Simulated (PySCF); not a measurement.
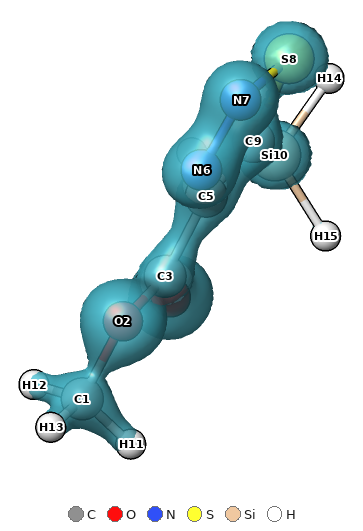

*C4H6N2O2SSi (SMILES COC(=O)c1nnsc1[SiH3]). Isosurface of the total electron density at 1.5 e/Å³ (cyan), seen at an oblique angle.*

Geometry: PBE0-D3(BJ)/def2-SVP.

All numbers below come from CAM-B3LYP/def2-SVPD, SCF density, gas phase in PySCF.

```csv
atom,x (Å),y (Å),z (Å)
C,2.8514,-0.7941,0.7524
O,2.0124,0.0383,-0.0328
C,0.7130,-0.1335,0.1318
O,0.2188,-0.9367,0.8915
C,-0.1191,0.7544,-0.7058
N,0.3927,1.6763,-1.5694
N,-0.4679,2.3444,-2.2030
S,-2.0638,1.8607,-1.7582
C,-1.5044,0.7020,-0.6625
Si,-2.5827,-0.4316,0.3981
H,2.6684,-1.8544,0.5254
H,2.6678,-0.6303,1.8243
H,3.8799,-0.5191,0.4942
H,-3.9923,-0.0750,0.0494
H,-2.3383,-1.8524,0.0368
H,-2.3544,-0.1534,1.8399
```

> What does this surface tell about the bonding?

At this value the surface falls into five separate pieces. It bridges the sampled C–O (1.21 Å), N–N (1.26 Å), C–N (1.36 Å) and C–C (1.39 Å) contacts, where the density stays above the isovalue. On the grid the lowest density along these lines, outside the cores, is 2.8 e/Å³ (C–O, 1.21 Å), 3.1 e/Å³ (N–N, 1.26 Å), 2.2 e/Å³ (C–N, 1.36 Å) and 2.1 e/Å³ (C–C, 1.39 Å).
